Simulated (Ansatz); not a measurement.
A computed series for Bi2Se3: pressure series

Consider Bi₂Se₃ in the Bi2Te3 type structure (space group R-3m, No. 166; a = 4.082 Å, c = 27.664 Å (hexagonal axes)).

Cell and atoms are relaxed at each pressure.

Calculations: PBEsol-D3(BJ), PAW, 420 eV (Ansatz, a program for electronic structure; without spin-orbit coupling), earlier PAW set.

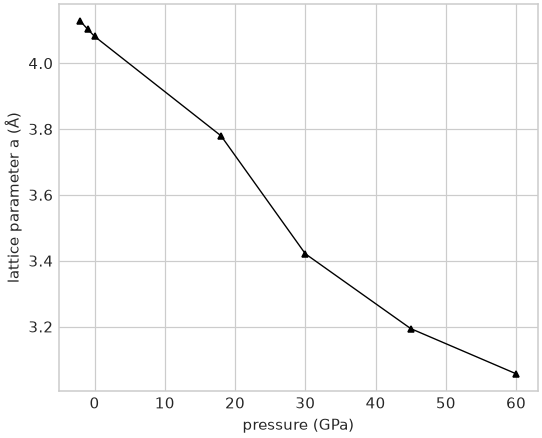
Figure. Lattice parameter a against pressure

| pressure (GPa) | lattice parameter a |
|---|---|
| -2 | 412.7 pm |
| -1 | 410.4 pm |
| 18 | 377.9 pm |
| 30 | 342.1 pm |
| 45 | 319.4 pm |
| 60 | 305.7 pm |

The mesh was chosen for an insulator and is coarse for the gapless case. From pressure 30 GPa on, the axis ratios lie over 15 % from the base's, so the cell there is far from its starting form. Load acts through the strain it causes; cell and atoms are relaxed under it. Whether these cells are dynamically stable was not tested. Competing high-pressure phases were not computed. The final runs are not spin-polarised.
